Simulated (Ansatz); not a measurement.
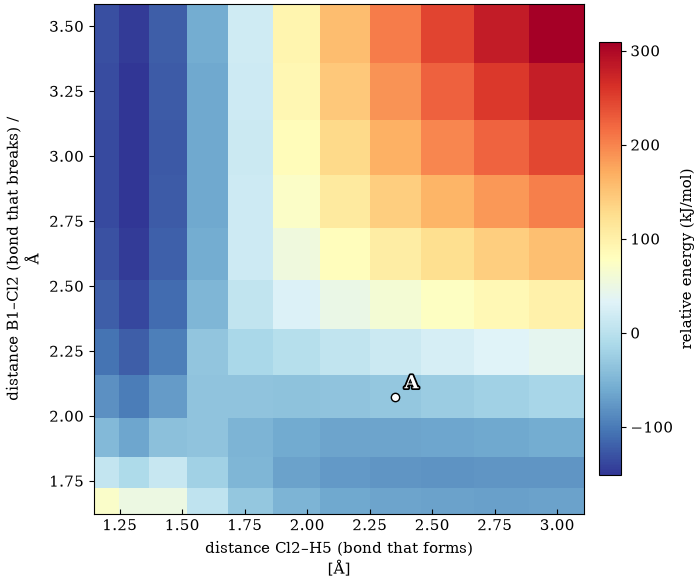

The reacting system BClF₃H (fragments BClF₂ + FH where the first distance is long, BF₃ + ClH where the second is long). 
- The first coordinate is: distance Cl2–H5 (bond that forms); the second: distance B1–Cl2 (bond that breaks).
- Relaxed at each point: all other coordinates.
- The grid has 11 × 11 points.
- Points are written as (first, second).
- All energies are given in kJ/mol relative to a guessed transition structure relaxed with its forming and breaking bonds held.
- Energies and slopes of some neighbouring points disagree (a jump in structure or state, or too coarse a mesh). The reference is spin-restricted, so regions where a bond is pulled apart into radicals lie too high.
- All numbers below come from RKS CAM-B3LYP-D4/def2-SVP in Ansatz.

The picture shows one coloured cell a grid point, the point A.

### Is A at rest? If not, where is it pushed?

A, at (2.350 Å, 2.074 Å), is not a stationary point. The computed force is 24 kJ/mol for each Å towards smaller values of the first coordinate and 250 kJ/mol for each Å towards smaller values of the second coordinate.
